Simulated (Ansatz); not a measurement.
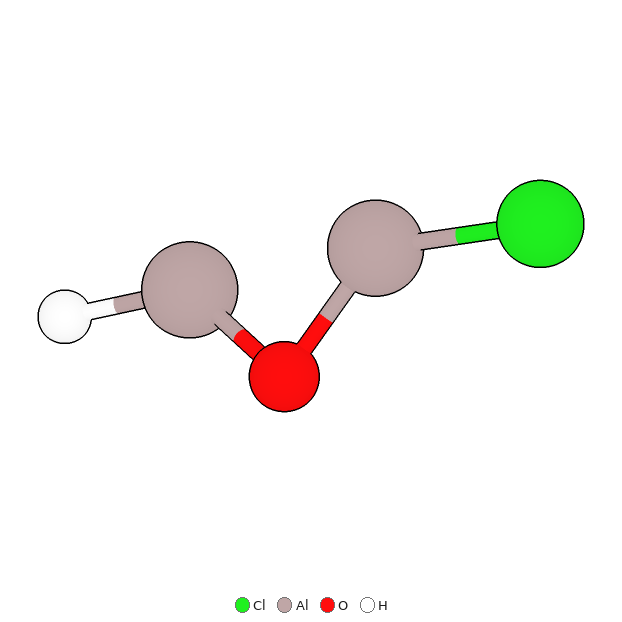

The computed structure is the end point of a PBE0-D4/def2-TZVP optimisation. No frequency run is at hand to confirm it as a minimum. Level of theory: RKS PBE0-D4/def2-TZVPP (Ansatz 0.2.0).

Estimate the HOMO–LUMO gap.

4.43 eV.

Estimate the HOMO energy (Kohn–Sham orbital).

−6.29 eV.
